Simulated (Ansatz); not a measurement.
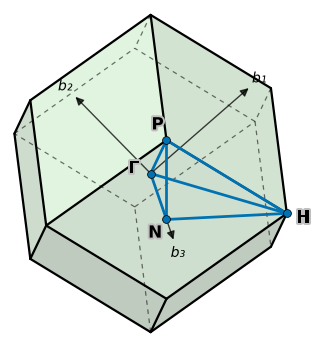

For RbIr3, the input geometry of an electronic-structure calculation (not necessarily at equilibrium); the starting structure was generated, so it need not be a known form of this composition: the figure shows the first Brillouin zone with its special points and a band path. All values are computed from the atomic coordinates in the standard setting (tolerance 0.002 Å).

Labels and path follow the convention of Hinuma et al. (2017), as computed by seekpath; the arrows show the directions of the reciprocal primitive vectors b₁, b₂, b₃.

### Name the Bravais lattice of the crystal.

A body-centred cubic lattice (cI; extended symbol cI1). The zone is a rhombic dodecahedron in its combinatorial type: 12 faces (12 with 4 edges), 24 edges, 14 vertices.

### In which order does the conventional band path visit the special points?

Γ–H–N–Γ–P–H | P–N
